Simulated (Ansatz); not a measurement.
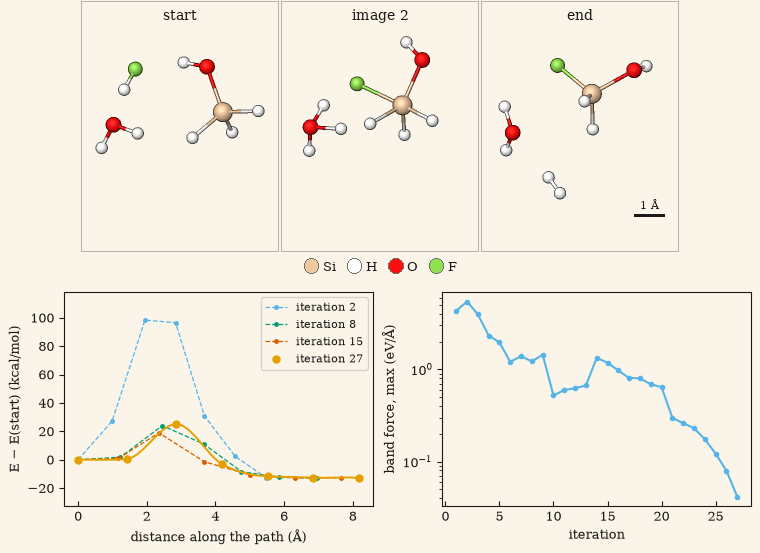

A search for the minimum-energy path of SiH$_{7}$O$_{2}$F by the nudged elastic band. Images are numbered from 0 (start) to 6 (end). The plot follows the band through its iterations. The picture is a ball-and-stick view, seen at a tilt.

Computed with RKS PBE0-D4/def2-SVP in Ansatz 0.2.0. Run with 5 movable images; climbing image.

> How did the profile develop, and is the result final?

The run is converged, with reservations. The band converged in 27 iterations. The largest component of the band force went from 4.3 to 0.042 eV/Å. The climbing image converged on the top of the path. Its curvatures weren't checked. The largest force component is 0.48 eV/Å at the start and 0.77 eV/Å at the end; an end with forces this large is no minimum, and the barrier measured from it can be far off. The first iteration put the highest image at 147.8 kcal/mol. The energy climbs by 25.1 kcal/mol to image 2 and then falls by 37.9 kcal/mol, so the end point sits at −12.8 kcal/mol.
